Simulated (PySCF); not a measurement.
**C2H3N···PH3: density, localisation and related maps**

Input

```
{"job": {"kind": "inter", "xc": "wB97M-D3(BJ)", "basis": "def2-TZVPD", "pairs": false}, "charge": 0, "multiplicity": 1, "parts": [{"atoms": "0-5", "charge": 0, "multiplicity": 1}, {"atoms": "6-9", "charge": 0, "multiplicity": 1}]}
C     -0.699403    -0.149486    -0.302657
C      0.424226     0.189622     0.551984
N      1.309389     0.453685     1.247859
H     -1.516144    -0.543943     0.317939
H     -0.402719    -0.913129    -1.033916
H     -1.050368     0.741549    -0.840083
P     -1.015954    -0.898786     3.450279
H      0.248168    -1.491251     3.735272
H     -0.643360     0.375724     3.967551
H     -1.612523    -1.334509     4.672777
```

Command:

```sh
OMP_NUM_THREADS=1 python cluster_run.py task.json out
```

Geometry: PBE0-D3(BJ)/def2-SVPD.

These are results of PySCF 2.14.0, wB97M-D3(BJ)/def2-TZVPD, SCF density, gas phase, not measurements.

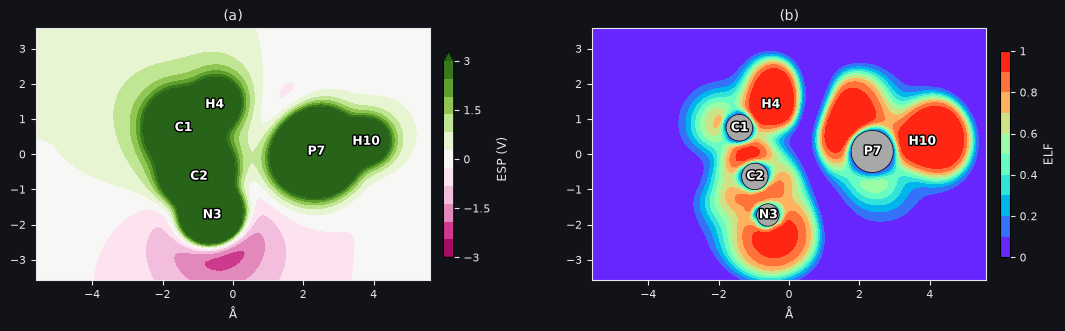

Figure 1. (a) molecular electrostatic potential; (b) ELF on the plane of atoms C2, C1 and H4. Grey discs cover the atomic cores in the ELF map.

What does the map show?

Answer. The section cuts through C, N, H and P sites.
C2···P7 (3.41 Å): the ELF dips to about 0.05 between them (a weak contact between the two molecules).
C–N (1.16 Å): the ELF peaks at about 0.85 between the atoms (a short, multiple covalent bond).
C–C (1.45 Å): the ELF peaks at about 0.95 between the atoms; a covalent bond.
C–H (1.10 Å): the ELF climbs to about 1 towards the hydrogen, as it does in any bond to H; an ordinary covalent bond to hydrogen.
P–H (1.43 Å): the ELF climbs to about 1 towards the hydrogen.
The ELF also peaks beside N3 and P7, away from the bonds: lone-pair regions.
Outside the dense part of the complex the potential is most negative (−2.1 V) near N3.

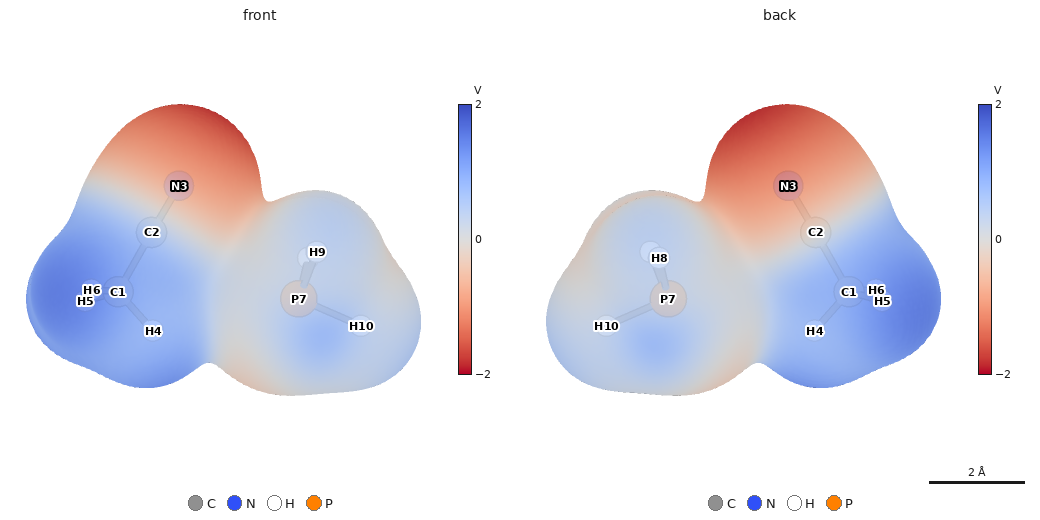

Figure 2. The electrostatic potential painted on the density surface at 0.002 e/bohr³, seen from the front and from behind; red is negative and blue positive.

Where is the surface potential most negative and most positive?

Answer. The most negative region (about −1.8 V) lies over N3, the most positive (about +1.5 V) over H5 and H6. N3 is the likeliest acceptor of a hydrogen bond.

What dipole moment does the calculation give?

Answer. Its dipole moment is 3.33 D.

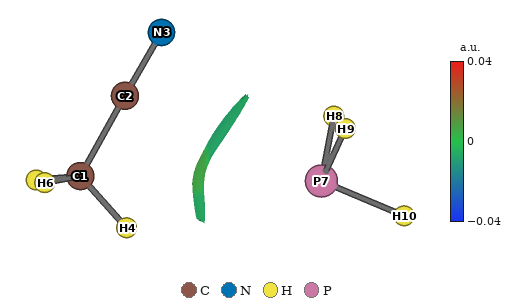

Figure 3. Non-covalent interaction (NCI) plot: the surface where the reduced density gradient is 0.4, for densities under 0.05 a.u., coloured by sign(λ₂)ρ; seen across its widest extent.

What holds or crowds the atoms apart from the covalent bonds?

Answer. Between C2 and N3 on one side and P7 on the other: a weak contact (green).
